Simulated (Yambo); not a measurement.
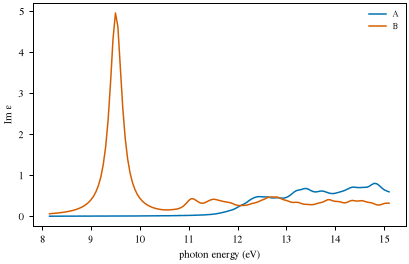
Two computed absorption spectra of NaHF₂ (space group R-3m, No. 166) (Yambo, PBEsol bands with the same scissor, field along x)

Axes are Cartesian, with cell vectors (Å) (1.74, 1.00, 4.60), (-1.74, 1.00, 4.60), (0.00, -2.01, 4.60).

Q: Which curve includes the electron-hole attraction (BSE), and where are its main peaks?

A: Curve B: the attraction moves weight to lower energy (centre of the plotted range 10.9 eV against 13.6 eV). Its peaks lie at 9.5 eV. Settings: 8×8×8 mesh, 6 valence and 2 conduction bands, static screening with 27 bands and a 4 Ry block, scissor 4.41 eV, Tamm-Dancoff. The scissor comes from a G0W0 run whose convergence isn't established. Broadening 0.15 eV. The band window holds all transitions up to 17.6 eV. Fine structure above the onset can come from the mesh.

Geometry relaxed with PBE+D3(BJ); primitive cell a = b = c = 5.018 Å, α = β = γ = 40.50°.
